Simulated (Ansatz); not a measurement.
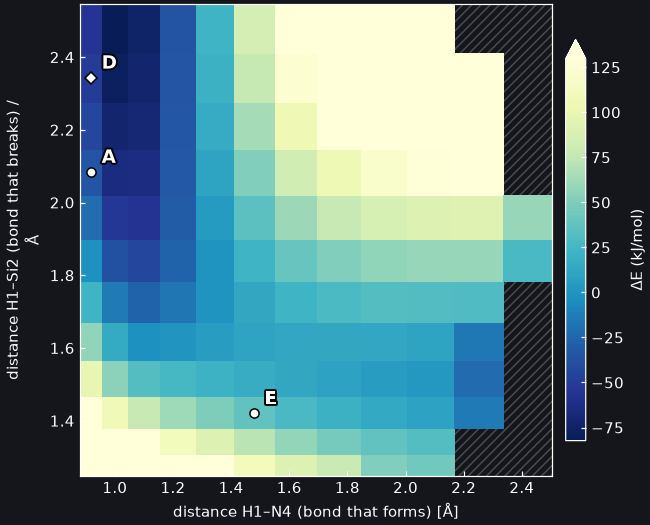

The reacting system H₆NOSi (fragments H₄OSi + H₂N where the first distance is long, H₃N + H₃OSi where the second is long), spin multiplicity 2. Coordinates scanned: (1) distance H1–N4 (bond that forms); (2) distance H1–Si2 (bond that breaks). Relaxed at each point: all other coordinates. The scan uses a 12 × 12 grid. At 13 points there is no value. Points are written as (first, second). Energies are in kJ/mol, from a guessed transition structure relaxed with its forming and breaking bonds held. Energies and slopes of some neighbouring points disagree (a jump in structure or state, or too coarse a mesh). These are results of UKS PBE0-D4/def2-SVP (Ansatz), not measurements.

In the figure: one coloured cell a grid point, one colour for all values above the top of the scale, hatched blanks where no value was computed, lettered points.

Q: Is D the lowest point of the computed grid?

A: No. D lies 32 kJ/mol above the lowest grid point, which is at (0.993 Å, 2.478 Å).

Q: Rank the lettered points by energy, lowest first.

A: D (−51 kJ/mol), A (−34 kJ/mol), E (37 kJ/mol).
